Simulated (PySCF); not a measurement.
# C₅H₈OS₂: reorganisation energies

What do calculations give for the reorganisation energies of C₅H₈OS₂ (`C[S@@](=O)C1=CCCS1`)?

Programs: PySCF 2.14.0, with routines of our own; each step states its level. All values are computed. Atoms count from 0.

### Step 1. The starting structure

16 atoms, charge 0, multiplicity 1; geometry from: GFN2-xTB.

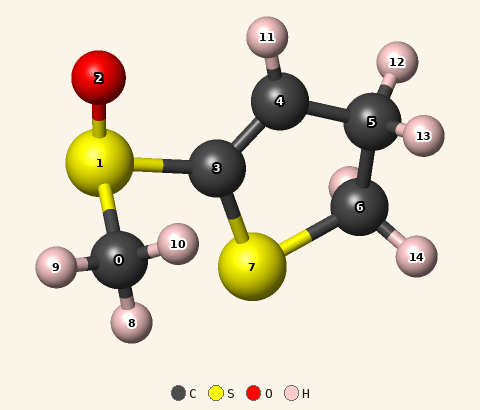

The starting geometry (carbon dark grey, sulfur yellow, oxygen red, hydrogen pink).

### Step 2. Geometry optimisation at PBE/def2-SV(P)

The job: settings as JSON, then the geometry in Å.

```
{"job": {"xc": "PBE", "basis": "def2-SV(P)", "grid": 1, "kind": "geom"}, "charge": 0, "multiplicity": 1}
C      2.718392     0.361532     0.553242
S      1.858318    -0.052180    -1.030530
O      2.059663    -1.482713    -1.247661
C      0.203704     0.076068    -0.299573
C     -0.662520    -0.921885    -0.194653
C     -1.972181    -0.581371     0.448202
C     -2.081360     0.945456     0.483559
S     -0.391999     1.633265     0.265169
H      2.452414     1.376344     0.825662
H      3.785487     0.281869     0.373833
H      2.415033    -0.342387     1.320059
H     -0.430441    -1.924696    -0.507804
H     -2.807185    -1.013837    -0.105248
H     -1.993530    -0.998489     1.460392
H     -2.478706     1.324947     1.421963
H     -2.682686     1.327021    -0.341830
```

On the command line:

```
$ OMP_NUM_THREADS=1 python excited_run.py task.json out
```

One launch serves the whole session: the jobs run in the order shown.

The program printed:

```text
step   0  E = -1065.72983782  max force = 0.059643
step   1  E = -1065.73884367  max force = 0.004177
step   2  E = -1065.73902107  max force = 0.002003
step   3  E = -1065.73907137  max force = 0.000598
step   4  E = -1065.73911477  max force = 0.001440
step   5  E = -1065.73916805  max force = 0.002236
step   6  E = -1065.73921732  max force = 0.001673
step   7  E = -1065.73923696  max force = 0.000402
step   8  E = -1065.73923885  max force = 0.000213
optimisation converged
```

It took 1.8 min on 1 thread of Arm Neoverse V1, shared host; peak memory 0.63 GiB.

Along the way:

```csv
step,energy from step 0 (eV),largest force component (eV/Å)
0,0.0000,3.0670
1,-0.2451,0.2148
2,-0.2499,0.1030
3,-0.2513,0.0308
4,-0.2524,0.0740
5,-0.2539,0.1150
6,-0.2552,0.0860
7,-0.2558,0.0207
8,-0.2558,0.0110
```

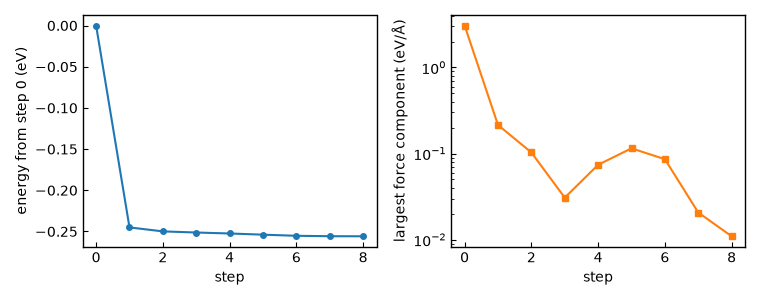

Energy and force, step by step.

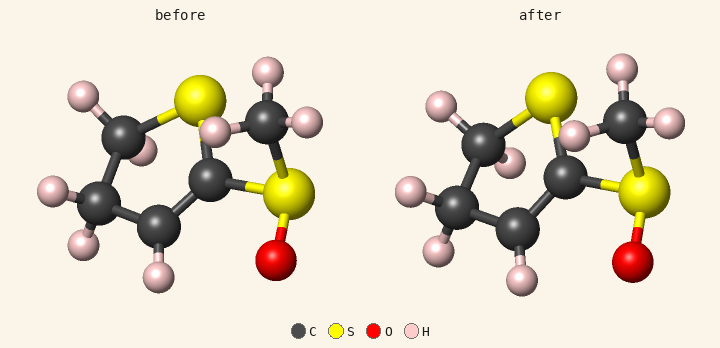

Before and after, at one scale.

Close pairs (by a distance rule), those that changed most:

```csv
bond,before (Å),after (Å),change (Å)
S1–O2,1.461,1.517,+0.056
C0–H8,1.084,1.111,+0.028
C4–H11,1.076,1.102,+0.026
C0–H10,1.084,1.110,+0.026
C3–C4,1.326,1.351,+0.025
C0–H9,1.085,1.110,+0.025
C5–H13,1.095,1.119,+0.024
C6–S7,1.837,1.859,+0.022
```

The next job starts from the end point, and lists it.

```csv
at the end point,value
point group (found at 0.08 Å tolerance),C1
"rotational constants (GHz, main isotopes)","2.760, 1.011, 0.815"
dipole moment (D),3.05
```

### Step 3. Relaxation after adding or removing an electron (C₅H₈OS₂+ (doublet)): UKS PBE/def2-SV(P)

The job: settings as JSON, then the geometry in Å.

```
{"job": {"kind": "ionopt", "ions": [1], "xc": "PBE", "basis": "def2-SV(P)", "grid": 1}, "charge": 1, "multiplicity": 2}
C      2.793298     0.351382     0.765954
S      1.864849    -0.036785    -0.788718
O      2.081374    -1.513631    -1.057173
C      0.202874     0.112819    -0.052531
C     -0.654037    -0.931399    -0.060733
C     -1.993015    -0.612526     0.563289
C     -2.155466     0.919735     0.505640
S     -0.444472     1.644460     0.569178
H      2.525160     1.362963     1.140298
H      3.869695     0.302044     0.499012
H      2.536199    -0.438936     1.501522
H     -0.350332    -1.924733    -0.428816
H     -2.841113    -1.115347     0.046637
H     -2.005968    -0.973174     1.622349
H     -2.747835     1.338164     1.344961
H     -2.613644     1.242252    -0.455050
```

Method: UKS PBE/def2-SV(P) geometry optimisation of the ion from the geometry of its parent, gas phase.

The program printed:

```text
step       E/Eh        max force   <S^2>
  0   -1065.45575988   0.030421   0.7542
  1   -1065.45963570   0.011576   0.7545
  2   -1065.46066797   0.003000   0.7547
  3   -1065.46081554   0.002195   0.7548
  4   -1065.46093485   0.002128   0.7549
  5   -1065.46101381   0.001449   0.7549
  6   -1065.46108946   0.001141   0.7549
  7   -1065.46113025   0.000797   0.7548
  8   -1065.46115430   0.000908   0.7548
  9   -1065.46116437   0.000604   0.7547
 10   -1065.46116350   0.000968   0.7546
 11   -1065.46116692   0.000922   0.7546
 12   -1065.46117142   0.000342   0.7547
optimisation converged
```

Wall time 4.1 min (1 thread of Arm Neoverse V1, shared host); peak memory 0.63 GiB.

In short:

```csv
quantity,value
geometry moved (RMSD),0.239 Å
⟨S²⟩,0.755
```

Bonds of the start that changed most:

```csv
bond,start (Å),end (Å)
S7–C3,1.775,1.740
C3–C4,1.351,1.381
C4–C5,1.511,1.487
C0–S1,1.852,1.837
S1–O2,1.517,1.506
C6–S7,1.859,1.851
```

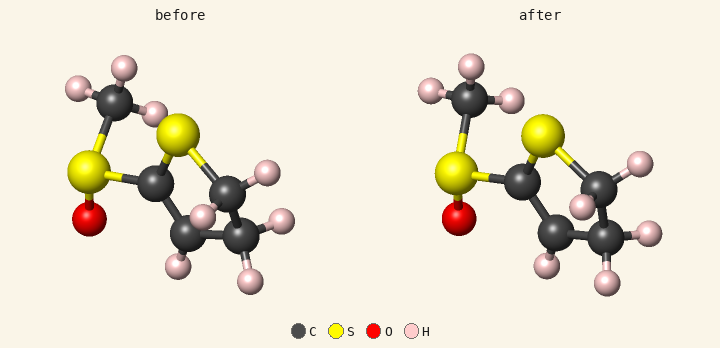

Before and after.

Mulliken spin populations:

C0 0.04; S1 0.09; O2 0.18; C3 -0.03; C4 0.37; C5 -0.02; C6 -0.01; S7 0.30; H8 0.00; H9 0.00; H10 0.01; H11 -0.02; H12 0.02; H13 0.04; H14 0.01; H15 0.02

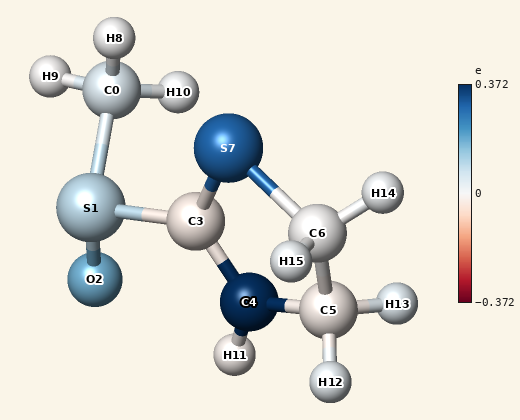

Mulliken spin populations, as colours on the atoms.

Orbitals, density, ELF and potential are computed afterwards from the orbital file.

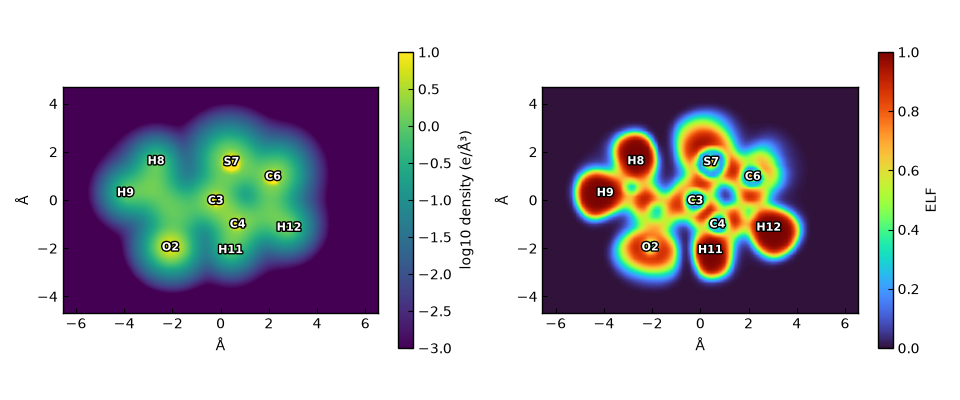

Density (left) and ELF (right) in a plane through or near 9 of the atoms.

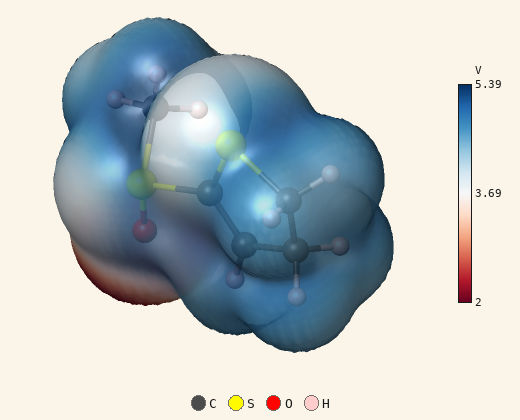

Electrostatic potential on the surface of density 0.002 e/bohr³; red is low, blue high. It runs from 2.00 V near O2 to 5.39 V near H8.

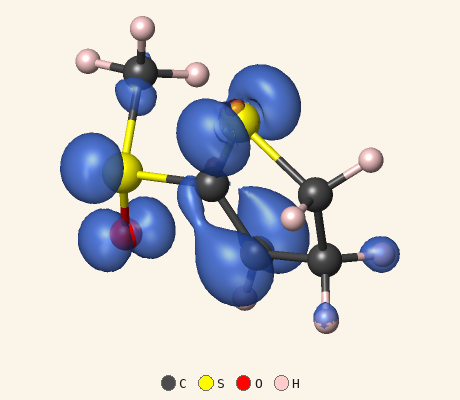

Spin density at ±0.04 e/Å³ (alpha excess blue, beta excess red).

### Step 4. Reorganisation energies: UKS PBE/def2-SV(P)

The job, as its differences from that of step 3:

```diff
@@ -1,2 +1,2 @@
-{"job": {"kind": "ionopt", "ions": [1], "xc": "PBE", "basis": "def2-SV(P)", "grid": 1}, "charge": 1, "multiplicity": 2}
+{"job": {"kind": "reorg", "ions": [1, -1], "xc": "PBE", "basis": "def2-SV(P)", "grid": 1}, "charge": 0, "multiplicity": 1}
 C      2.793298     0.351382     0.765954
```

Level: UKS PBE/def2-SV(P) four-point reorganisation energy, gas phase.

The program printed:

```text
final grid: 63488 points
cycle   1  E = -1065.5047934093  dE =  9.819e-01  |g| = 1.035e+00  |ddm| = 4.506e+00
cycle   2  E = -1061.6222245906  dE =  3.883e+00  |g| = 3.770e+00  |ddm| = 9.300e+00
cycle   3  E = -1065.6482145389  dE = -4.026e+00  |g| = 5.558e-01  |ddm| = 8.901e+00
cycle   4  E = -1065.7035851702  dE = -5.537e-02  |g| = 3.702e-01  |ddm| = 1.184e+00
cycle   5  E = -1065.7358376606  dE = -3.225e-02  |g| = 1.124e-01  |ddm| = 4.664e-01
cycle   6  E = -1065.7386239467  dE = -2.786e-03  |g| = 4.704e-02  |ddm| = 1.583e-01
cycle   7  E = -1065.7391434612  dE = -5.195e-04  |g| = 1.900e-02  |ddm| = 6.980e-02
cycle   8  E = -1065.7392204901  dE = -7.703e-05  |g| = 8.410e-03  |ddm| = 2.950e-02
cycle   9  E = -1065.7392360919  dE = -1.560e-05  |g| = 3.442e-03  |ddm| = 1.163e-02
cycle  10  E = -1065.7392383673  dE = -2.275e-06  |g| = 1.338e-03  |ddm| = 6.674e-03
cycle  11  E = -1065.7392388206  dE = -4.533e-07  |g| = 3.094e-04  |ddm| = 2.340e-03
cycle  12  E = -1065.7392388454  dE = -2.477e-08  |g| = 8.599e-05  |ddm| = 4.896e-04
cycle  13  E = -1065.7392388469  dE = -1.518e-09  |g| = 4.512e-05  |ddm| = 1.671e-04
cycle  14  E = -1065.7392388473  dE = -4.511e-10  |g| = 2.202e-05  |ddm| = 6.937e-05
converged SCF energy = -1065.7392388473

hole transfer: vertical 7.6775 eV, relaxation of the ion converged
  adiabatic 7.5666 eV, lambda(ion) 0.1109, lambda(parent) 0.1296, total 0.2405 eV

electron transfer: vertical -1.2692 eV, relaxation of the ion skipped
```

Wall time 31 s (1 thread of Arm Neoverse V1, shared host); peak memory 0.57 GiB.

### Step 5. Summary of results

| quantity | value |
| --- | --- |
| point group | C1 |
| rotational constants (main isotopes) | 2.76, 1.01, 0.82 GHz |
| geometry moved (RMSD) (step 3, UKS PBE/def2-SV(P)) | 0.239 Å |
| hole reorganisation energy (step 4, UKS PBE/def2-SV(P)) | 0.2405 eV |

Over 8 steps the energy fell by 0.256 eV; of the close pairs, S1–O2 changed most, 1.461 to 1.517 Å. In step 3 (relaxation after adding or removing an electron), among the bonds S7–C3 changes most, from 1.775 to 1.740 Å. The atoms move far more than that, so angles or torsions carry the main change.
